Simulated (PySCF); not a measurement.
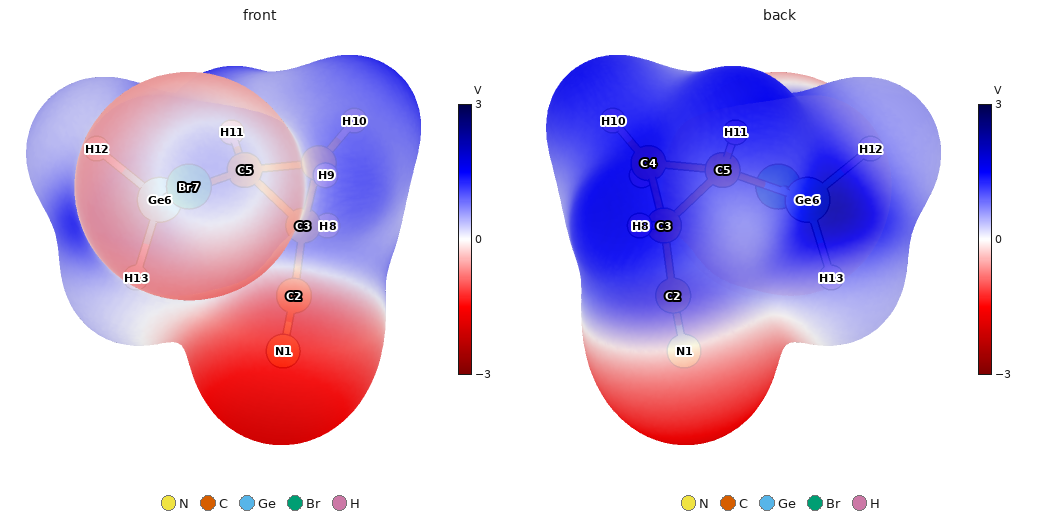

*C4H6BrGeN. The electrostatic potential painted on the density surface at 0.002 e/bohr³, seen from the front and from behind; the colour scale runs from red (negative) to blue (positive).*

Geometry: GFN2-xTB.

All numbers below come from PySCF, wB97X-D/def2-SVPD, SCF density, gas phase.

```csv
atom,x (Å),y (Å),z (Å)
N,-0.0772,2.3873,-1.3515
C,-0.6278,1.4613,-0.9626
C,-1.2331,0.2747,-0.4727
C,-1.0836,-0.0367,0.9882
C,-0.2836,-0.8142,-0.0074
Ge,1.6666,-0.5442,-0.1912
Br,2.4180,0.5499,1.6510
H,-2.1487,-0.0067,-0.9804
H,-0.5751,0.6923,1.6073
H,-1.9118,-0.5249,1.4816
H,-0.6118,-1.8292,-0.2016
H,2.3757,-1.8817,-0.1953
H,2.0880,0.2726,-1.3830
```

Describe the electrostatic potential map.

The most negative region (about −1.8 V) lies over N1, the most positive (about +2.0 V) over Ge6. Br7 shows a σ-hole: about +0.3 V at the tip opposite its bond, against about −0.4 V on its flanks. N1 is the likeliest acceptor of a hydrogen bond.
